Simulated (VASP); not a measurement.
Band structure of Tl3In (space group Cmmm). These are PBEsol GGA, VASP's PBE PAW potentials (set 64) (plane waves; VASP 6.6.1) values and carry that method's errors.

Unless said otherwise, spin-orbit coupling is left out, though it shifts the bands of the heavy elements here.

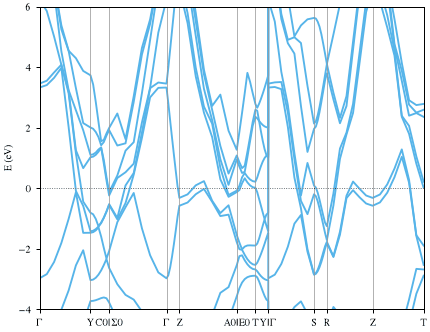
*Bands along high-symmetry lines, zero at the valence-band maximum or, without a gap, the Fermi level*

**Question.** Read the plot: is there a gap, and where are the band edges?

**Answer.** It has no gap at this level: it comes out as a metal or semimetal. (Edges off the drawn lines would not show.)

The structure comes from a computed database's Tl3In entry (Cmmm); how it stands against other phases isn't given here. It was relaxed first.
